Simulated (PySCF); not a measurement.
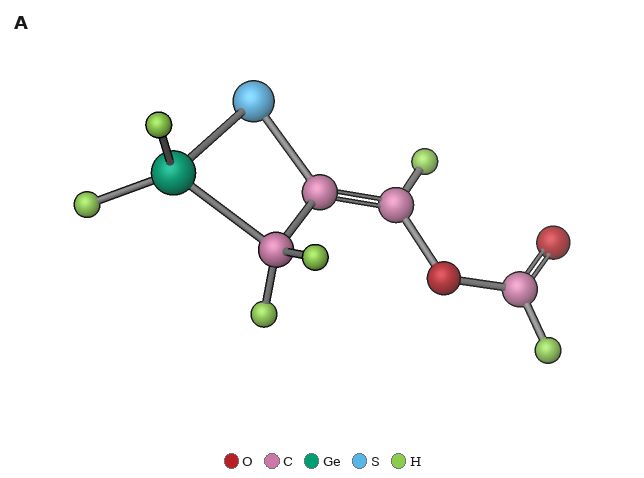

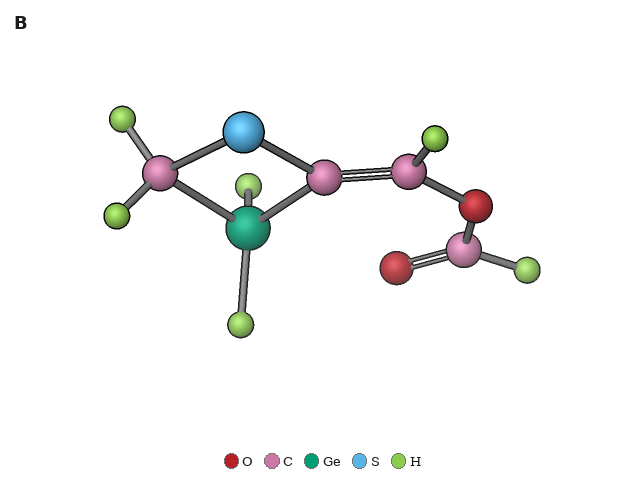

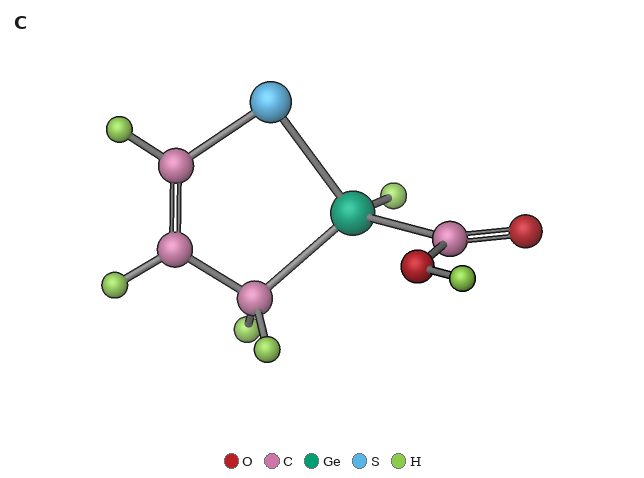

3 stationary structures of one formula. Geometries: GFN2-xTB. Electronic energies: CAM-B3LYP/def2-SVPD (PySCF 2.14.0), without zero-point energy. No frequency run is at hand to confirm each as a minimum. Each is one conformer, not always the lowest.

Are they conformers, stereoisomers or constitutional isomers?

They are constitutional isomers of C4H6GeO2S: A `O=CO/C=C1\[CH2][GeH2][S]1`, B `O=CO/C=[C]1/S[CH2][GeH2]1`, C `O=[C](O)[Ge@H]1[CH2]C=C[S]1`.

Which is lowest in energy, and by how much?

C is lowest; A lies 100.4 kJ/mol above it, B lies 179.9 kJ/mol above it.

The geometry is semi-empirical. Around Ge such bond lengths and angles can be off by a tenth of an ångström or more and by several degrees, and values that hang on the shape move with them.
